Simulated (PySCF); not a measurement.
```xyz
2

K     0.0000    0.0000   -0.7296
F     0.0000    0.0000    1.4964
```

Method: PBE0/def2-SVPD, non-relativistic Hamiltonian with scalar-relativistic core potentials where named, at a bond length of 2.226 Å (PySCF).

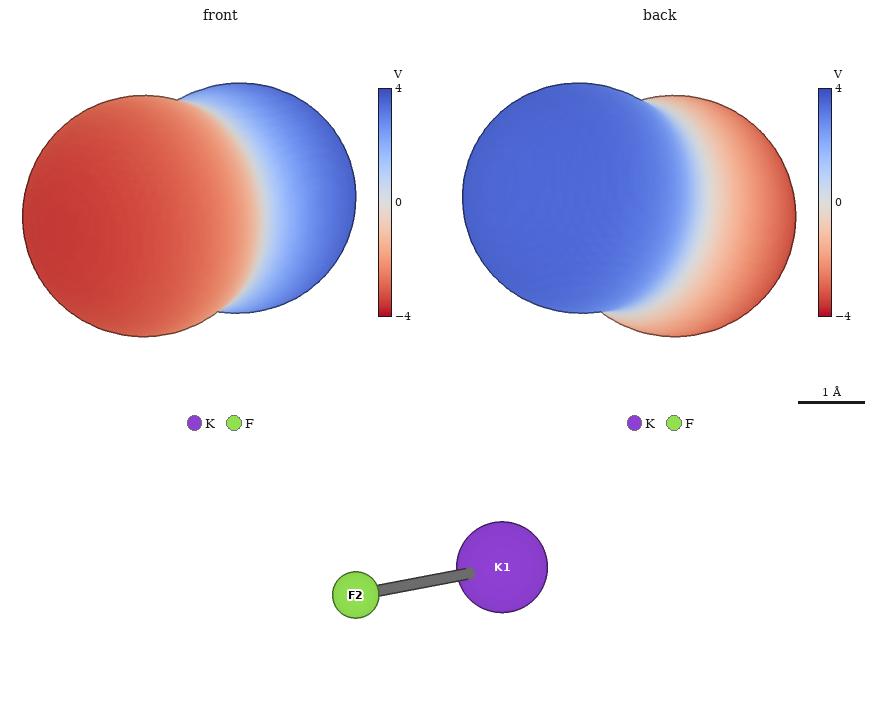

KF. The molecular electrostatic potential painted on the density surface at 0.001 e/bohr³, seen from the front and from behind; red is negative and blue positive. The bare structure is drawn below in the same view.

> Which sites attract a positive test charge, and which a negative one?

A positive charge is drawn to the negative regions and a negative charge to the positive ones. The most negative region (about −3.5 V) lies over F2, the most positive (about +3.5 V) over K1.
